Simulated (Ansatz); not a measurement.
# AlO+ (triplet): the correlation ladder, cc-pVTZ

How much of the correlation energy of AlO+ (triplet) does each wave-function method recover here?

Program: Ansatz 0.2.0, Gaussian basis. Level of theory: cc-pVTZ, core rule «outside noble gas», up to 6 orbitals frozen. These are calculated values, not measurements.

Plan: UHF; CCSD(T) on ROHF; CCSD(T) on UHF; BCCD(T) on ROHF; CISD; CCSDT(Q) on ROHF; CCSDT(Q) on UHF.

16 further runs of the same task are left out: 4 for a known fault of the program, 5 that didn't finish, 7 set aside as unsound or not needed.

## (1) What is computed

The geometry is a PBE0/def2-TZVP stationary point (not a proven minimum) of the parent state, kept for this charge and spin.

2 atoms, charge 1, spin multiplicity 3.

Atoms are counted from 1 here; the program's logs count them from 0.

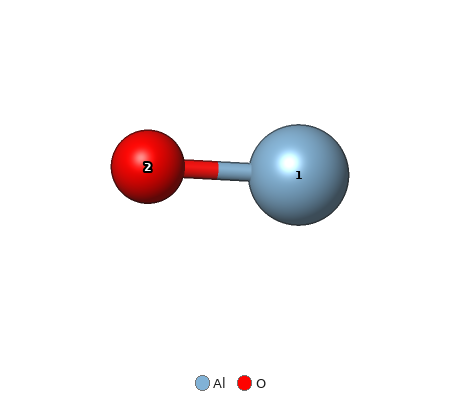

The geometry (aluminium light blue, oxygen red); atoms are numbered from 1 in the order of the file.

Coordinates:

```xyz
2
charge 1, multiplicity 3
Al    0.00000    0.00000    0.00000
O     0.00000    0.00000    1.62000
```

## (2) UHF

in.yaml

```yaml
crystal:
  periodic: [false, false, false]
  atoms:
    - {symbol: Al, position_ang: [0.000000, 0.000000, 0.000000]}
    - {symbol: O, position_ang: [0.000000, 0.000000, 1.620001]}
basis:
  gaussian: {orbitals: cc-pVTZ}
total_charge: 1
magnetization: {spin_polarized: true, initial_magnetization: 2}
hamiltonian: {xc: hf}
output: {orbitals: {seedname: orbitals}}
```

Run with:

```
$ ansatz run in.yaml --threads 1 --pin off --events-out ev --progress --plain --max-ram 2393MiB
```

The runs that follow: CCSD(T) on ROHF; CCSD(T) on UHF; BCCD(T) on ROHF; CISD; CCSDT(Q) on ROHF; CCSDT(Q) on UHF.

**Question.** What will the summary of the whole plan be? Wanted: UCCSDT(Q) below the RHF energy; RMP2 from UCCSDT(Q); UMP2 from UCCSDT(Q); RCCSD from UCCSDT(Q); RCCSD(T) from UCCSDT(Q); UCCSD(T) from UCCSDT(Q); RCCSDT(Q) from UCCSDT(Q); T1 diagnostic.

The runs gave:

| quantity | value |
| --- | --- |
| UCCSDT(Q) below the RHF energy | -6.4508 eV |
| RMP2 from UCCSDT(Q) | +13.66 kcal/mol |
| UMP2 from UCCSDT(Q) | +13.77 kcal/mol |
| RCCSD from UCCSDT(Q) | +5.61 kcal/mol |
| RCCSD(T) from UCCSDT(Q) | +0.70 kcal/mol |
| UCCSD(T) from UCCSDT(Q) | +0.65 kcal/mol |
| RCCSDT(Q) from UCCSDT(Q) | +0.13 kcal/mol |
| levels within 1 kcal/mol (43 meV) | RCCSD(T), UCCSD(T), BCCD(T), RCCSDT, UCCSDT, RCCSDT(Q) |
| T1 diagnostic | 0.028 |

RCCSD(T) lands +0.70 kcal/mol from the yardstick (0.5 % of the correlation energy). These misses are within one basis, not against nature; the frozen cores of restricted and unrestricted runs differ, which can shift their rows.
